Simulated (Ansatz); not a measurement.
## Amorphous Hf18O35H

A CHGNet melt-quench gave the starting glass, which DFT then relaxed. O atoms were pushed apart under 1.9 Å during the dynamics, to hinder bonds among them. The hot cell started wider than the set density and was brought back towards it in steps. It is the lowest in DFT energy of 2 quenches. It is a model cell: composition and starting density were chosen by hand, and all elements were melted together. No dispersion term was used.

Methods: PBE, scalar-relativistic without spin-orbit coupling (Ansatz, a first-principles code); r2SCAN, scalar-relativistic without spin-orbit coupling (Ansatz); HSE06, scalar-relativistic without spin-orbit coupling (Ansatz). Geometry, pressure, stress and energy are those of the PBE run. Its sampling: a 2×2×2 Γ-centred mesh; Fermi-Dirac width 0.02 eV; collinear spin, started from a total moment of 1 μB (at the end a net moment of 1.0 μB). Other functionals are single points at the zone centre (r2SCAN at 500 eV; exact exchange cut at the cell's faces), free to take moments where seeds were set. The usual formal charges leave 3 electrons over, so the level spacing at the Fermi energy parts defect or band states and needn't be the band gap. In the spin-polarised cell the level spacing at the Fermi energy can part levels of unlike spin.

The number of atoms in the cell is 54 and the density (held, not predicted) comes out as 9.07 g/cm³. The volume per atom is 12.79 Å^3 and the pressure on a 2×2×2 Γ-centred mesh is 1.70 GPa. The largest force and stress component on that mesh (the relaxation ran on the zone centre alone) is 0.22 eV/Å and 1.8 GPa. The energy relative to monoclinic HfO2 + H2 gas + hcp Hf (lowest mix at this level among the phases computed, not always the ambient ones) is 0.215 eV/atom and the level spacing at the Fermi energy on a 2×2×2 Γ-centred mesh (PBE) is 0.66 eV. The level spacing at the Fermi energy at the zone centre (PBE) is 0.77 eV, the level spacing at the Fermi energy at the zone centre (r2SCAN) comes out as 1.09 eV and the level spacing at the Fermi energy at the zone centre (HSE06) comes out as 1.63 eV. The net moment comes out as 1.00 μB.

Bonds are counted up to Hf-Hf 3.34 Å, Hf-O 2.72 Å, Hf-H 2.27 Å, O-O 1.58 Å, O-H 1.16 Å, H-H 0.90 Å. Two cations that share two anions don't count as bonded, nor two that share one unless they lie closer than Hf-Hf 3.25 Å.

```json
{
  "Mean coordination of Hf by anions": "6.22 (1 with 5, 13 with 6, 3 with 7, 1 with 8)",
  "Mean coordination of O": "3.23 (2 with 2, 23 with 3, 10 with 4)",
  "Mean coordination of H": "1.00 (1 with 1)",
  "Mean Hf-O bond": "2.146 Å (spread 0.124 Å, 112 counted)",
  "Bond angle at Hf": "mean 102.1°, spread 29.0°"
}
```

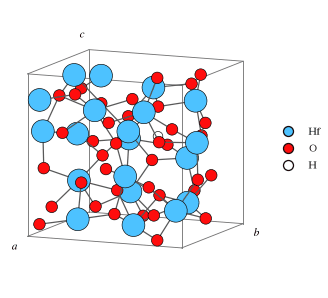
Figure. The relaxed cell

Its density started from a set value of 9.07 g/cm³. The quench (nominally 630 K/ps over its main leg) was far faster than any real one, so the model tends to hold more defects than a real film. A cell of this size samples the disorder only roughly. The volume was held where the preparation left it and the shape relaxed, at a PBE pressure of 1.7 GPa. Stress components on the final sampling reach 1.8 GPa. On a 2×2×2 Γ-centred mesh force components of up to 0.22 eV/Å stay, since the relaxation ran on the zone centre alone.
